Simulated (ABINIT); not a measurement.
# TlSnH3 (Pm-3m): zone-centre phonons, part 3 of 3

Aim: the zone-centre modes of TlSnH3 (Pm-3m).

ABINIT 10.8.3; DFT LDA, scalar-relativistic, plane waves, HGH norm-conserving pseudopotentials.

So far. Step 6 (Ground state): The cell stands at -0.40 GPa: the relaxation ran with a smoothed and higher cutoff, and the difference is a stress of the finite basis. Step 7 (Linear response at Γ): The acoustic modes at Γ come out as far as 0.4 cm⁻¹ from zero, where they should vanish, a small numerical error. The lowest optical mode is imaginary, 488i cm⁻¹, an instability at this level and on this k mesh. The relaxed cell has a = 4.087 Å (conventional setting).

The structure was built from a prototype and need not be the compound's stable phase.

**8. Zone-centre analysis**

anaddb reads the merged derivatives and imposes the acoustic sum rule.

Input file anaddb.abi:

```
ddb_filepath "gamma_DDB"
output_file "anaddb.abo"
outdata_prefix "anaddb"
asr 1
chneut 1
enunit 2
eivec 1
nph1l 1
qph1l 0.0 0.0 0.0 1.0
```

Input file mrgddb.in:

```
gamma_DDB
merged
2
dfpt_gammao_DDB
gso_DDB
```

Started as:

```console
mrgddb < mrgddb.in > mrgddb.log
OMP_NUM_THREADS=1 anaddb anaddb.abi > anaddb.log
```

anaddb.abo, the main output file:

```text
-outvars_anaddb: echo values of input variables ----------------------

 Miscellaneous information :
      enunit         2
       eivec         1
         asr         1
 First list of wavevector (reduced coord.) :
       nph1l         1
       qph1l
                     0.00000000E+00  0.00000000E+00  0.00000000E+00    1.000E+00

================================================================================

 read the DDB information and perform some checks

  ==== Info on the Cryst% object ====
 Real(R)+Recip(G) space primitive vectors, cartesian coordinates (Bohr,Bohr^-1):
 R(1)=  7.7226846  0.0000000  0.0000000  G(1)=  0.1294886  0.0000000  0.0000000
 R(2)=  0.0000000  7.7226846  0.0000000  G(2)=  0.0000000  0.1294886  0.0000000
 R(3)=  0.0000000  0.0000000  7.7226846  G(3)=  0.0000000  0.0000000  0.1294886
 Unit cell volume ucvol=  4.6057981E+02 bohr^3
 Angles (23,13,12)=  9.00000000E+01  9.00000000E+01  9.00000000E+01 degrees
 Time-reversal symmetry is present
 Reduced atomic positions [iatom, xred, symbol]:
    1)    0.0000000  0.0000000  0.0000000  Tl
    2)    0.5000000  0.5000000  0.5000000  Sn
    3)    0.5000000  0.5000000  0.0000000   H
    4)    0.5000000  0.0000000  0.5000000   H
    5)    0.0000000  0.5000000  0.5000000   H

 DDB file with 3 blocks has been read.

================================================================================

 Treat the first list of vectors

  Phonon wavevector (reduced coordinates) :  0.00000  0.00000  0.00000
 Phonon energies in Hartree :
  -2.222174E-03 -2.222174E-03 -2.222174E-03  0.000000E+00  0.000000E+00
   0.000000E+00  3.005068E-04  3.005068E-04  3.005068E-04  1.417173E-03
   1.417173E-03  1.417173E-03  1.534777E-03  1.534777E-03  1.534777E-03
 Phonon energies in meV     :
- -6.046843E+01 -6.046843E+01 -6.046843E+01  0.000000E+00  0.000000E+00
-  0.000000E+00  8.177206E+00  8.177206E+00  8.177206E+00  3.856324E+01
-  3.856324E+01  3.856324E+01  4.176341E+01  4.176341E+01  4.176341E+01
 Phonon frequencies in cm-1    :
- -4.877107E+02 -4.877107E+02 -4.877107E+02  0.000000E+00  0.000000E+00
-  0.000000E+00  6.595362E+01  6.595362E+01  6.595362E+01  3.110335E+02
-  3.110335E+02  3.110335E+02  3.368446E+02  3.368446E+02  3.368446E+02
 Phonon frequencies in Thz     :
- -1.462120E+01 -1.462120E+01 -1.462120E+01  0.000000E+00  0.000000E+00
-  0.000000E+00  1.977240E+00  1.977240E+00  1.977240E+00  9.324550E+00
-  9.324550E+00  9.324550E+00  1.009835E+01  1.009835E+01  1.009835E+01
 Phonon energies in Kelvin  :
- -7.017069E+02 -7.017069E+02 -7.017069E+02  0.000000E+00  0.000000E+00
-  0.000000E+00  9.489254E+01  9.489254E+01  9.489254E+01  4.475078E+02
-  4.475078E+02  4.475078E+02  4.846442E+02  4.846442E+02  4.846442E+02

 Eigendisplacements
 (will be given, for each mode : in cartesian coordinates
   for each atom the real part of the displacement vector,
   then the imaginary part of the displacement vector - absolute values smaller than 1.0d-7 are set to zero)
  Mode number    1   Energy   -2.222174E-03
 Attention : low frequency mode.
   (Could be unstable or acoustic mode)
-  1  0.00000000E+00  8.19304899E-06  0.00000000E+00
-     0.00000000E+00  0.00000000E+00  0.00000000E+00
-  2  0.00000000E+00 -2.45269331E-04  0.00000000E+00
-     0.00000000E+00  0.00000000E+00  0.00000000E+00
-  3  1.88604125E-07  2.12179872E-03  0.00000000E+00
-     0.00000000E+00  0.00000000E+00  0.00000000E+00
-  4  1.88604125E-07  2.29816412E-02  0.00000000E+00
-     0.00000000E+00  0.00000000E+00  0.00000000E+00
-  5  2.04281033E-06  2.12179872E-03  0.00000000E+00
-     0.00000000E+00  0.00000000E+00  0.00000000E+00
  Mode number    2   Energy   -2.222174E-03
 Attention : low frequency mode.
   (Could be unstable or acoustic mode)
-  1  0.00000000E+00  0.00000000E+00  8.19304902E-06
-     0.00000000E+00  0.00000000E+00  0.00000000E+00
-  2  0.00000000E+00  0.00000000E+00 -2.45269332E-04
-     0.00000000E+00  0.00000000E+00  0.00000000E+00
-  3  0.00000000E+00  0.00000000E+00  2.29816413E-02
-     0.00000000E+00  0.00000000E+00  0.00000000E+00
-  4  0.00000000E+00  0.00000000E+00  2.12179873E-03
-     0.00000000E+00  0.00000000E+00  0.00000000E+00
-  5  0.00000000E+00  0.00000000E+00  2.12179873E-03
-     0.00000000E+00  0.00000000E+00  0.00000000E+00
  Mode number    3   Energy   -2.222174E-03
 Attention : low frequency mode.
   (Could be unstable or acoustic mode)
-  1  8.19304899E-06  0.00000000E+00  0.00000000E+00
-     0.00000000E+00  0.00000000E+00  0.00000000E+00
-  2 -2.45269331E-04  0.00000000E+00  0.00000000E+00
-     0.00000000E+00  0.00000000E+00  0.00000000E+00
-  3  2.12179872E-03 -1.88604125E-07  0.00000000E+00
-     0.00000000E+00  0.00000000E+00  0.00000000E+00
-  4  2.12179872E-03 -2.04281033E-06  0.00000000E+00
-     0.00000000E+00  0.00000000E+00  0.00000000E+00
-  5  2.29816412E-02 -1.88604125E-07  0.00000000E+00
-     0.00000000E+00  0.00000000E+00  0.00000000E+00
  Mode number    4   Energy    0.000000E+00
 Attention : low frequency mode.
   (Could be unstable or acoustic mode)
-  1  0.00000000E+00  0.00000000E+00 -1.29698071E-03
-     0.00000000E+00  0.00000000E+00  0.00000000E+00
-  2  0.00000000E+00  0.00000000E+00 -1.29697771E-03
-     0.00000000E+00  0.00000000E+00  0.00000000E+00
-  3  0.00000000E+00  0.00000000E+00 -1.29697620E-03
-     0.00000000E+00  0.00000000E+00  0.00000000E+00
-  4  0.00000000E+00  0.00000000E+00 -1.29698252E-03
-     0.00000000E+00  0.00000000E+00  0.00000000E+00
-  5  0.00000000E+00  0.00000000E+00 -1.29698252E-03
-     0.00000000E+00  0.00000000E+00  0.00000000E+00
  Mode number    5   Energy    0.000000E+00
 Attention : low frequency mode.
   (Could be unstable or acoustic mode)
-  1  0.00000000E+00 -1.29698071E-03  0.00000000E+00
-     0.00000000E+00  0.00000000E+00  0.00000000E+00
-  2  0.00000000E+00 -1.29697771E-03  0.00000000E+00
-     0.00000000E+00  0.00000000E+00  0.00000000E+00
-  3  0.00000000E+00 -1.29698252E-03  0.00000000E+00
-     0.00000000E+00  0.00000000E+00  0.00000000E+00
-  4  0.00000000E+00 -1.29697620E-03  0.00000000E+00
-     0.00000000E+00  0.00000000E+00  0.00000000E+00
-  5  0.00000000E+00 -1.29698252E-03  0.00000000E+00
-     0.00000000E+00  0.00000000E+00  0.00000000E+00
  Mode number    6   Energy    0.000000E+00
 Attention : low frequency mode.
   (Could be unstable or acoustic mode)
-  1  1.29698071E-03  0.00000000E+00  0.00000000E+00
-     0.00000000E+00  0.00000000E+00  0.00000000E+00
-  2  1.29697771E-03  0.00000000E+00  0.00000000E+00
-     0.00000000E+00  0.00000000E+00  0.00000000E+00
-  3  1.29698252E-03  0.00000000E+00  0.00000000E+00
-     0.00000000E+00  0.00000000E+00  0.00000000E+00
-  4  1.29698252E-03  0.00000000E+00  0.00000000E+00
-     0.00000000E+00  0.00000000E+00  0.00000000E+00
-  5  1.29697620E-03  0.00000000E+00  0.00000000E+00
-     0.00000000E+00  0.00000000E+00  0.00000000E+00
  Mode number    7   Energy    3.005068E-04
-  1  0.00000000E+00  0.00000000E+00 -1.00088307E-03
-     0.00000000E+00  0.00000000E+00  0.00000000E+00
-  2  0.00000000E+00  0.00000000E+00  1.67630272E-03
-     0.00000000E+00  0.00000000E+00  0.00000000E+00
-  3  0.00000000E+00  0.00000000E+00  1.83890961E-03
-     0.00000000E+00  0.00000000E+00  0.00000000E+00
-  4  0.00000000E+00  0.00000000E+00  1.84378033E-03
-     0.00000000E+00  0.00000000E+00  0.00000000E+00
-  5  0.00000000E+00  0.00000000E+00  1.84378033E-03
-     0.00000000E+00  0.00000000E+00  0.00000000E+00
  Mode number    8   Energy    3.005068E-04
-  1  0.00000000E+00 -1.00088307E-03  0.00000000E+00
-     0.00000000E+00  0.00000000E+00  0.00000000E+00
-  2  0.00000000E+00  1.67630272E-03  0.00000000E+00
-     0.00000000E+00  0.00000000E+00  0.00000000E+00
-  3  0.00000000E+00  1.84378033E-03  0.00000000E+00
-     0.00000000E+00  0.00000000E+00  0.00000000E+00
-  4  0.00000000E+00  1.83890961E-03  0.00000000E+00
-     0.00000000E+00  0.00000000E+00  0.00000000E+00
-  5  0.00000000E+00  1.84378033E-03  0.00000000E+00
-     0.00000000E+00  0.00000000E+00  0.00000000E+00
  Mode number    9   Energy    3.005068E-04
-  1  1.00088307E-03  0.00000000E+00  0.00000000E+00
-     0.00000000E+00  0.00000000E+00  0.00000000E+00
-  2 -1.67630272E-03  0.00000000E+00  0.00000000E+00
-     0.00000000E+00  0.00000000E+00  0.00000000E+00
-  3 -1.84378033E-03  0.00000000E+00  0.00000000E+00
-     0.00000000E+00  0.00000000E+00  0.00000000E+00
-  4 -1.84378033E-03  0.00000000E+00  0.00000000E+00
-     0.00000000E+00  0.00000000E+00  0.00000000E+00
-  5 -1.83890961E-03  0.00000000E+00  0.00000000E+00
-     0.00000000E+00  0.00000000E+00  0.00000000E+00
  Mode number   10   Energy    1.417173E-03
-  1  0.00000000E+00  0.00000000E+00  0.00000000E+00
-     0.00000000E+00  0.00000000E+00  0.00000000E+00
-  2  0.00000000E+00  0.00000000E+00  0.00000000E+00
-     0.00000000E+00  0.00000000E+00  0.00000000E+00
-  3  0.00000000E+00  1.74453031E-07  0.00000000E+00
-     0.00000000E+00  0.00000000E+00  0.00000000E+00
-  4  0.00000000E+00  0.00000000E+00  1.64963405E-02
-     0.00000000E+00  0.00000000E+00  0.00000000E+00
-  5  0.00000000E+00 -1.74453031E-07 -1.64963405E-02
-     0.00000000E+00  0.00000000E+00  0.00000000E+00
  Mode number   11   Energy    1.417173E-03
-  1  0.00000000E+00  0.00000000E+00  0.00000000E+00
-     0.00000000E+00  0.00000000E+00  0.00000000E+00
-  2  0.00000000E+00  0.00000000E+00  0.00000000E+00
-     0.00000000E+00  0.00000000E+00  0.00000000E+00
-  3  5.06294350E-07 -1.64963404E-02  0.00000000E+00
-     0.00000000E+00  0.00000000E+00  0.00000000E+00
-  4 -5.06294350E-07  0.00000000E+00  1.74452609E-07
-     0.00000000E+00  0.00000000E+00  0.00000000E+00
-  5  0.00000000E+00  1.64963404E-02 -1.74452609E-07
-     0.00000000E+00  0.00000000E+00  0.00000000E+00
  Mode number   12   Energy    1.417173E-03
-  1  0.00000000E+00  0.00000000E+00  0.00000000E+00
-     0.00000000E+00  0.00000000E+00  0.00000000E+00
-  2  0.00000000E+00  0.00000000E+00  0.00000000E+00
-     0.00000000E+00  0.00000000E+00  0.00000000E+00
-  3  1.64963404E-02  5.06294205E-07  0.00000000E+00
-     0.00000000E+00  0.00000000E+00  0.00000000E+00
-  4 -1.64963404E-02  0.00000000E+00  0.00000000E+00
-     0.00000000E+00  0.00000000E+00  0.00000000E+00
-  5  0.00000000E+00 -5.06294205E-07  0.00000000E+00
-     0.00000000E+00  0.00000000E+00  0.00000000E+00
  Mode number   13   Energy    1.534777E-03
-  1  0.00000000E+00  0.00000000E+00 -9.00209147E-06
-     0.00000000E+00  0.00000000E+00  0.00000000E+00
-  2  0.00000000E+00  0.00000000E+00  2.62445959E-04
-     0.00000000E+00  0.00000000E+00  0.00000000E+00
-  3  0.00000000E+00 -1.07098140E-07  3.32248751E-03
-     0.00000000E+00  0.00000000E+00  0.00000000E+00
-  4  0.00000000E+00  0.00000000E+00 -1.62032567E-02
-     0.00000000E+00  0.00000000E+00  0.00000000E+00
-  5  0.00000000E+00 -1.07098140E-07 -1.62032567E-02
-     0.00000000E+00  0.00000000E+00  0.00000000E+00
  Mode number   14   Energy    1.534777E-03
-  1  0.00000000E+00  9.00209147E-06  0.00000000E+00
-     0.00000000E+00  0.00000000E+00  0.00000000E+00
-  2  0.00000000E+00 -2.62445959E-04  0.00000000E+00
-     0.00000000E+00  0.00000000E+00  0.00000000E+00
-  3  0.00000000E+00  1.62032567E-02  0.00000000E+00
-     0.00000000E+00  0.00000000E+00  0.00000000E+00
-  4  0.00000000E+00 -3.32248751E-03 -1.07098146E-07
-     0.00000000E+00  0.00000000E+00  0.00000000E+00
-  5  0.00000000E+00  1.62032567E-02 -1.07098146E-07
-     0.00000000E+00  0.00000000E+00  0.00000000E+00
  Mode number   15   Energy    1.534777E-03
-  1  9.00209147E-06  0.00000000E+00  0.00000000E+00
-     0.00000000E+00  0.00000000E+00  0.00000000E+00
-  2 -2.62445959E-04  0.00000000E+00  0.00000000E+00
-     0.00000000E+00  0.00000000E+00  0.00000000E+00
-  3  1.62032567E-02  0.00000000E+00  0.00000000E+00
-     0.00000000E+00  0.00000000E+00  0.00000000E+00
-  4  1.62032567E-02  0.00000000E+00  0.00000000E+00
-     0.00000000E+00  0.00000000E+00  0.00000000E+00
-  5 -3.32248751E-03  0.00000000E+00  0.00000000E+00
-     0.00000000E+00  0.00000000E+00  0.00000000E+00

 Analysis of degeneracies and characters (maximum tolerance=1.00E-06 a.u.)
 For each vibration mode, or group of modes if degenerate,
 the characters are given for each symmetry operation (see the list in the log file).
 Symmetry characters of vibration mode #   1
       degenerate with vibration modes #   2 to    3
  3.0 -3.0 -1.0  1.0 -1.0  1.0 -1.0  1.0  1.0 -1.0 -1.0  1.0  1.0 -1.0 -1.0  1.0
  0.0 -0.0  0.0 -0.0 -0.0  0.0 -0.0  0.0  1.0 -1.0 -1.0  1.0 -1.0  1.0  1.0 -1.0
  0.0 -0.0 -0.0  0.0 -0.0  0.0  0.0 -0.0  1.0 -1.0  1.0 -1.0 -1.0  1.0 -1.0  1.0
 Symmetry characters of vibration mode #   4
       degenerate with vibration modes #   5 to    6
  3.0 -3.0 -1.0  1.0 -1.0  1.0 -1.0  1.0  1.0 -1.0 -1.0  1.0  1.0 -1.0 -1.0  1.0
 -0.0  0.0 -0.0  0.0  0.0 -0.0  0.0 -0.0  1.0 -1.0 -1.0  1.0 -1.0  1.0  1.0 -1.0
 -0.0  0.0  0.0 -0.0  0.0 -0.0 -0.0  0.0  1.0 -1.0  1.0 -1.0 -1.0  1.0 -1.0  1.0
 Symmetry characters of vibration mode #   7
       degenerate with vibration modes #   8 to    9
  3.0 -3.0 -1.0  1.0 -1.0  1.0 -1.0  1.0  1.0 -1.0 -1.0  1.0  1.0 -1.0 -1.0  1.0
  0.0 -0.0  0.0 -0.0 -0.0  0.0  0.0 -0.0  1.0 -1.0 -1.0  1.0 -1.0  1.0  1.0 -1.0
  0.0 -0.0 -0.0  0.0  0.0 -0.0  0.0 -0.0  1.0 -1.0  1.0 -1.0 -1.0  1.0 -1.0  1.0
 Symmetry characters of vibration mode #  10
       degenerate with vibration modes #  11 to   12
  3.0 -3.0 -1.0  1.0 -1.0  1.0 -1.0  1.0 -1.0  1.0  1.0 -1.0 -1.0  1.0  1.0 -1.0
 -0.0  0.0 -0.0  0.0  0.0 -0.0  0.0 -0.0 -1.0  1.0  1.0 -1.0  1.0 -1.0 -1.0  1.0
 -0.0  0.0  0.0 -0.0  0.0 -0.0 -0.0  0.0 -1.0  1.0 -1.0  1.0  1.0 -1.0  1.0 -1.0
 Symmetry characters of vibration mode #  13
       degenerate with vibration modes #  14 to   15
  3.0 -3.0 -1.0  1.0 -1.0  1.0 -1.0  1.0  1.0 -1.0 -1.0  1.0  1.0 -1.0 -1.0  1.0
 -0.0  0.0 -0.0  0.0  0.0 -0.0  0.0 -0.0  1.0 -1.0 -1.0  1.0 -1.0  1.0  1.0 -1.0
 -0.0  0.0  0.0 -0.0  0.0 -0.0 -0.0  0.0  1.0 -1.0  1.0 -1.0 -1.0  1.0 -1.0  1.0
-
```

It took 0.51 s on 1 thread of Arm Neoverse V1, shared host.

Numbers from this step:

```yaml
highest_optical_zone_centre_mode_no_lo_to_term: 336.8 cm⁻¹
```

No LO-TO term; unit eigenvectors of the mass-weighted matrix, from anaddb's displacements. Modes at Γ, with each element's share of the kinetic energy (negative means imaginary):

| mode | frequency (cm⁻¹) | symmetry | Tl % | Sn % | H % |
| --- | --- | --- | --- | --- | --- |
| 1 | -487.7 | T1u | 0 | 1 | 99 |
| 2 | -487.7 | T1u | 0 | 1 | 99 |
| 3 | -487.7 | T1u | 0 | 1 | 99 |
| 4 | 0.0 | acoustic | 63 | 36 | 1 |
| 5 | 0.0 | acoustic | 63 | 36 | 1 |
| 6 | 0.0 | acoustic | 63 | 36 | 1 |
| 7 | 66.0 | T1u | 37 | 61 | 2 |
| 8 | 66.0 | T1u | 37 | 61 | 2 |
| 9 | 66.0 | T1u | 37 | 61 | 2 |
| 10 | 311.0 | T2u | 0 | 0 | 100 |
| 11 | 311.0 | T2u | 0 | 0 | 100 |
| 12 | 311.0 | T2u | 0 | 0 | 100 |
| 13 | 336.8 | T1u | 0 | 1 | 99 |
| 14 | 336.8 | T1u | 0 | 1 | 99 |
| 15 | 336.8 | T1u | 0 | 1 | 99 |

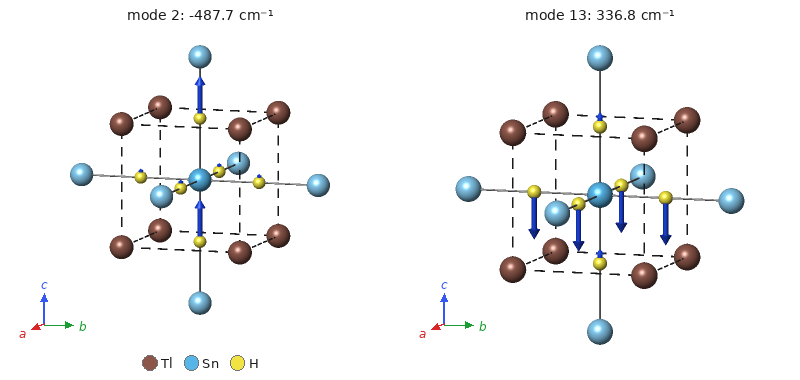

Displacement patterns of modes 2 and 13 at Γ; arrows are exaggerated. Some periodic images of atoms are drawn too.

The rule moves no optical mode by more than 0.1 cm⁻¹.

**9. What came out**

| Property | Result |
| --- | --- |
| space group after relaxation | Pm-3m |
| volume per atom | 13.7 Å³ |
| highest optical zone-centre mode (no LO-TO term) | 336.8 cm⁻¹ |
| lowest optical zone-centre mode | -487.7 cm⁻¹ |
| imaginary optical modes at the zone centre (no q mesh in this session) | yes |

In words: At the LDA level the optical modes of TlSnH3 (Pm-3m) at the zone centre run from 488i to 337 cm⁻¹, so the structure is a saddle point, with 3 modes beyond 10i cm⁻¹ there. The base run prints -0.40 GPa, mostly the error of a finite basis; the relaxation, with a smoothed and higher cutoff, had brought the cell to rest. These are harmonic frequencies at zero temperature: anharmonic shifts and linewidths and thermal expansion are left out. Spin-orbit coupling is left out, which can matter for the heavy elements here. The HGH files keep few electrons and have no core correction, which is cheap but rough for Sn and Tl. In a metal the frequencies hang on the k mesh and the smearing, most of all near Kohn anomalies. The structure is a hypothetical one, built on a prototype.

[Host names and launcher messages were left out of these logs when they were recorded.]

[Logs are printed without paths, hosts, clocks, repeated set-up lines and the standing remarks that a program may print on its own settings, such as how far it seeks lower states.]

[Hosts, paths, dates, database ids (printed as entryN), source tags and the programs' standing remarks are cut or masked in the printed files.]
